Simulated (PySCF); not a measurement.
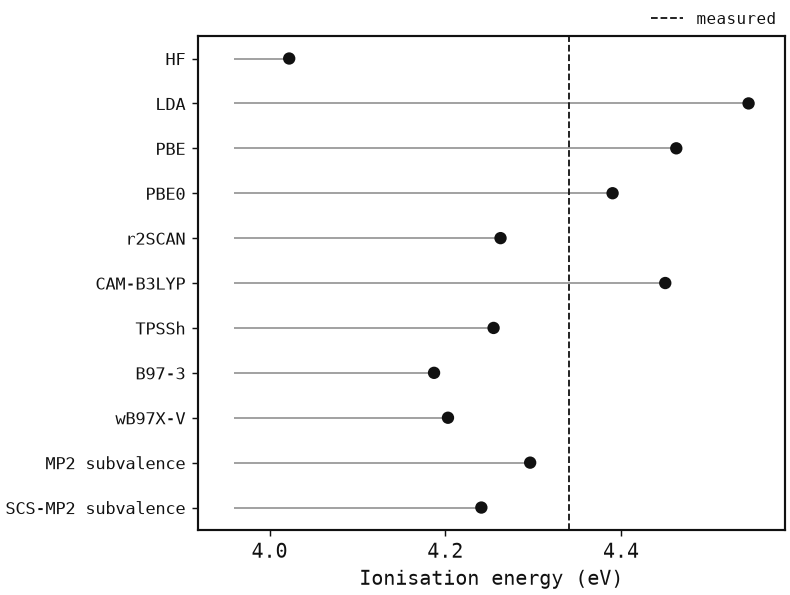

The ionisation energy of an atom or ion with 19 electrons in the configuration [Ar] 4s by several methods. PySCF, x2c-QZVPPall plus 1 diffuse shell for each l, spin-free X2C-1e, unrestricted single determinants, no spin-orbit coupling. Methods marked “subvalence” freeze 10 core electrons.

Question: Name the element and charge.

Answer: Neutral potassium. The values run from 4.022 eV (HF) to 4.545 eV (LDA). The measured value is 4.341 eV; nearest to it come MP2 subvalence (−0.044) and PBE0 (+0.050), furthest HF (−0.318 eV).
